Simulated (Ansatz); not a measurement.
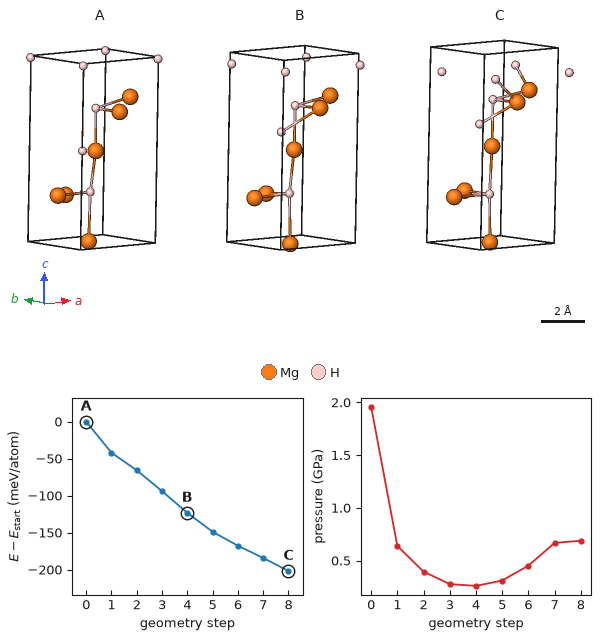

Frames of a relaxation of a crystal of Mg3H2 (a generated structure, set up in P1) (coarse preliminary run), marked on the history of the run. The picture is a ball-and-stick view of the cell of the calculation, seen from a free direction.

Method: Ansatz, DFT PBE, scalar-relativistic, plane waves, PAW.

The input:
```yaml
crystal:
  lattice:
    - [0.0442000549, 4.2750308673, -0.0037596103]
    - [-0.0340421775, -0.0037596103, 4.2578089985]
    - [8.7513037593, 0.0884001097, -0.068084355]
  atoms:
    - { symbol: Mg, position: [0.4461169947, 0.4796443959, 0.0082353145] }
    - { symbol: Mg, position: [0.5154350075, 0.4730411942, 0.4920596481] }
    - { symbol: Mg, position: [0.0354306691, 0.496048355, 0.268682532] }
    - { symbol: Mg, position: [-0.011737726, 0.5062455283, 0.7639669514] }
    - { symbol: Mg, position: [0.4794864849, -0.020674336, 0.2341298484] }
    - { symbol: Mg, position: [0.5077289231, 0.0204167821, 0.7221000071] }
    - { symbol: H, position: [-0.0063282809, -0.0020669448, -0.0099283308] }
    - { symbol: H, position: [0.0192348769, 0.0214314171, 0.5308491767] }
    - { symbol: H, position: [0.4990566279, 0.5408433942, 0.2688433147] }
    - { symbol: H, position: [0.5155764228, 0.485070214, 0.7210615378] }
basis:
  ecutwfc: 420
kpoints:
  mp_grid: { grid: [6, 6, 4] }
hamiltonian:
  xc: pbe
scf:
  occupations: { method: gaussian, width: 0.2 }
  lower_state_search: "off"
output:
  forces: true
  stress: true
  eigenvalues: true
relax:
  adjacent_minimum: "off"
  f_tol: 0.025
  max_steps: 60
  cell: { stress_tol: 0.25 }
```

Command:
```bash
ansatz run input.yaml --threads 1 --pin off --max-ram 2048MiB --backend cpu --events-out ev --progress --plain --runs-dir out
```

### Describe the path.

The run was cut off at its time limit before the relaxation converged, so the last structure is only a point on the way. Over 8 geometry steps the energy falls by 202 meV per atom. Largest force component: 1.1 eV/Å at the start, 0.48 eV/Å at the end. The pressure goes from 1.96 to 0.69 GPa. The largest move relative to the cell is that of H7, 1.20 Å along [2 −1 −2]. Largest moves by element: H 1.20 Å, Mg 0.29 Å. The volume changes by +5.3 %, with a 4.275 → 4.206 Å (−1.6 %), b 4.258 → 4.336 Å (+1.8 %), c 8.752 → 9.206 Å (+5.2 %), α 90.9° → 92.0°, β 88.8° → 89.0°, γ 90.1° → 90.4°. Among the contacts that change: Mg6–H7 3.184 → 1.931 Å, Mg4–H8 2.881 → 1.925 Å, Mg4–H7 2.858 → 2.172 Å, Mg6–H8 2.703 → 2.072 Å. New bonds form: Mg4–H8 (2.88 → 1.93 Å), Mg6–H7 (3.18 → 1.93 Å), Mg6–H8 (2.70 → 2.07 Å). The space group stays P1 (No. 1). From step 0 to 4: H8 moves most (0.80 Å), volume +2.9 %, energy −123 meV per atom. From step 4 to 8: H7 moves most (0.75 Å), volume +2.4 %, energy −78.5 meV per atom.

```tsv
step	E − E(0), meV/atom	largest force component, eV/Å	pressure, GPa	volume, Å³/atom
0	0.00	1.1167	1.96	15.927
1	-41.96	0.7641	0.64	16.198
2	-65.73	0.8595	0.40	16.278
3	-93.86	0.8307	0.28	16.332
4	-123.22	0.7096	0.26	16.384
5	-148.76	0.5760	0.31	16.446
6	-167.65	0.3678	0.45	16.524
7	-184.10	0.3364	0.67	16.623
8	-201.68	0.4753	0.69	16.773
```
